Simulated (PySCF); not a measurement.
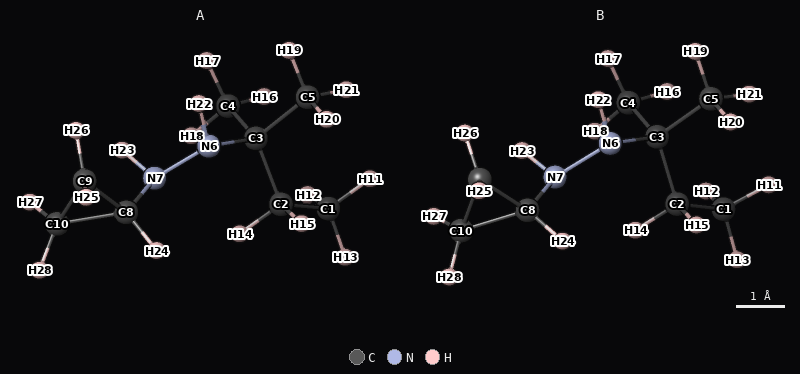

Two geometries of C8H18N2, drawn at one scale. One is the start of a relaxation, the other its converged end. The picture is a ball-and-stick view, seen at a tilt.

Theory: PBE0-D3(BJ)/def2-SVP geometry optimisation, gas phase (PySCF). 

> Which of the two is the end point?

Structure A is the relaxed one. The start comes from GFN2-xTB. Its atoms were then displaced at random by about 0.01 Å. The largest move after the best rigid fit is that of H27, 0.32 Å. By element the largest moves are H 0.32 Å, C 0.17 Å, N 0.07 Å. Some distances before and after: C4–H18 1.063 → 1.101 Å, C1–H12 1.067 → 1.101 Å, N6–N7 1.424 → 1.391 Å, C1–H13 1.128 → 1.101 Å. Bond angles that change, for instance: C3–C4–H16 107.9° → 111.9°, N7–C8–H24 109.5° → 112.2°, H17–C4–H18 111.0° → 108.4°. After 6 geometry steps the energy has fallen by 0.222 eV. Cost: 6.1 min on 1 thread of Arm Neoverse N1, on a shared host.
